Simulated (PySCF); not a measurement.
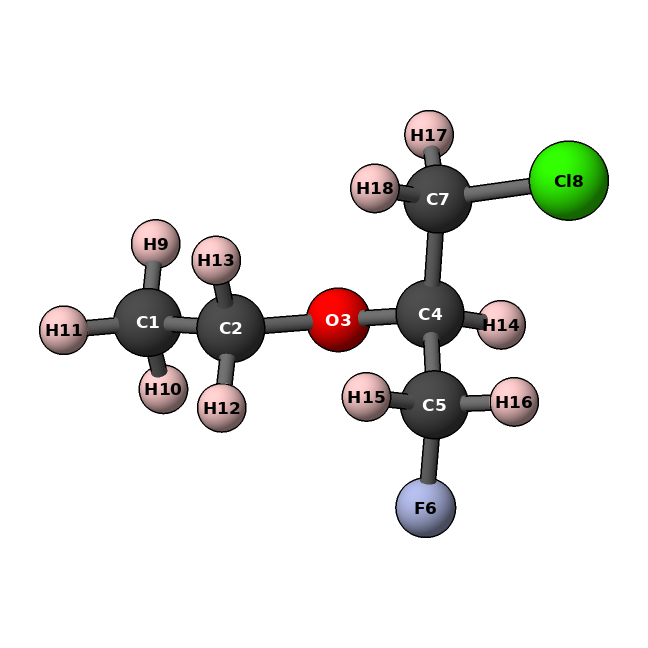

Geometry: an end point of a reaction path computed with GFN2-xTB. Properties computed with GIAO PBE0/pcSseg-1 NMR shielding, non-relativistic, gas phase (PySCF 2.14.0). Principal shieldings σ11 ≤ σ22 ≤ σ33, span Ω = σ33 − σ11, skew κ = 3(σiso − σ22)/Ω.

Give the shielding tensors of the O atoms.

| atom | σ11 | σ22 | σ33 | σiso | Ω | κ |
| --- | --- | --- | --- | --- | --- | --- |
| O3 | 243.9 | 274.1 | 316.3 | 278.1 | 72.3 | 0.16 |

Shieldings and span in ppm.
